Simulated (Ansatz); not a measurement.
```xyz
16

C     0.8365   -0.0482    0.4587
C     0.5216   -1.3994    1.1227
C     0.9670   -2.4495    0.0822
C     1.5035   -1.6139   -1.0924
Al    0.0328    0.5686   -2.2592
Cl   -0.9720    2.3396   -1.7084
N     0.8327   -0.3335   -0.9642
H     0.0490    0.0679   -3.7511
H     0.1196    0.7465    0.7134
H     1.8390    0.3016    0.7780
H     1.0390   -1.5095    2.0872
H    -0.5570   -1.4844    1.3218
H     1.7293   -3.1403    0.4718
H     0.1115   -3.0601   -0.2429
H     1.3222   -2.0758   -2.0759
H     2.6006   -1.4881   -0.9908
```

Geometry: PBE0-D3(BJ)/def2-SVP.

All numbers below come from isolated molecule in a Gaussian basis; Kohn-Sham density functional theory, functional PBE0 (Ansatz).

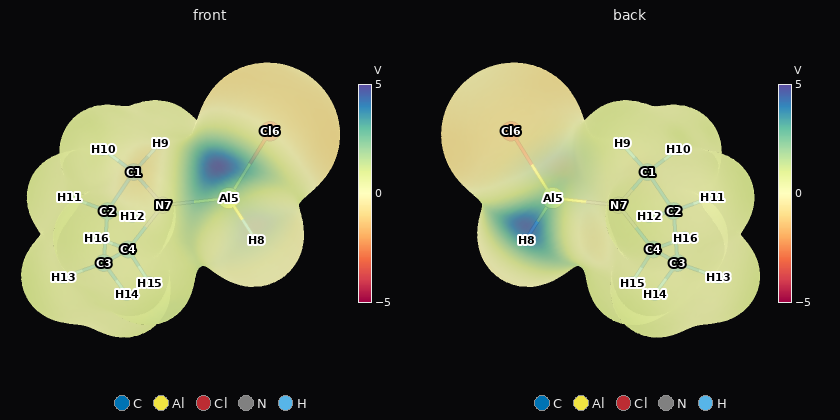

C4H9AlClN (SMILES [Cl][AlH][N]1CCCC1). The molecular electrostatic potential painted on the density surface at 0.004 e/bohr³, seen from the front and from behind; red is negative and blue positive.

> Where is the surface potential most negative and most positive?

The most negative region (about −0.7 V) lies over Cl6, the most positive (about +4.4 V) over Al5.
